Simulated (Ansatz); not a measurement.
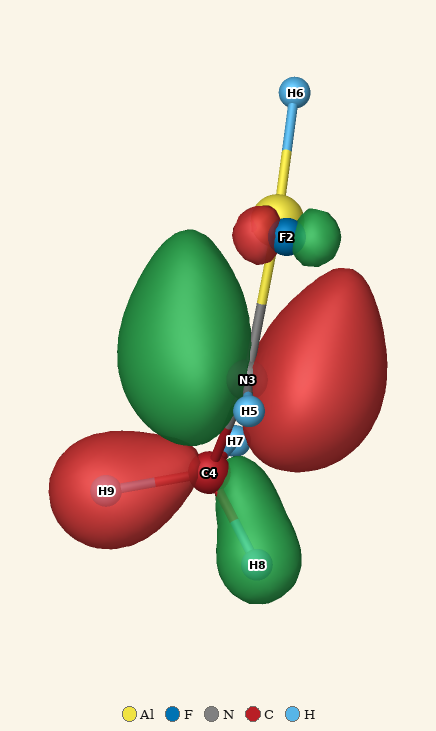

The picture shows: CH5AlFN. The HOMO at ±0.15 Å⁻³ᐟ² (green and red are the two phases), seen at an oblique angle.

Not at a stationary point (largest force 1.4 eV/Å).

The calculation used RKS PBE0/def2-SVP (Ansatz 0.2.0).

```json
{"atom": "Al", "x (Å)": "-1.0412", "y (Å)": "-1.1958", "z (Å)": "0.6099"}
{"atom": "F", "x (Å)": "-0.9192", "y (Å)": "-2.5135", "z (Å)": "-0.5080"}
{"atom": "N", "x (Å)": "0.1366", "y (Å)": "-0.1392", "z (Å)": "-0.1378"}
{"atom": "C", "x (Å)": "0.7309", "y (Å)": "1.1686", "z (Å)": "-0.2207"}
{"atom": "H", "x (Å)": "0.3752", "y (Å)": "-0.7780", "z (Å)": "-0.8999"}
{"atom": "H", "x (Å)": "-1.9941", "y (Å)": "-1.1698", "z (Å)": "1.8593"}
{"atom": "H", "x (Å)": "0.6656", "y (Å)": "1.6870", "z (Å)": "0.7496"}
{"atom": "H", "x (Å)": "1.8031", "y (Å)": "1.1174", "z (Å)": "-0.4839"}
{"atom": "H", "x (Å)": "0.2432", "y (Å)": "1.8233", "z (Å)": "-0.9687"}
```

Describe this orbital and give its energy.

It lies mainly on N3 (about 60 %), C4 (about 10 %) and H9 (about 5 %). Its energy is −6.84 eV.
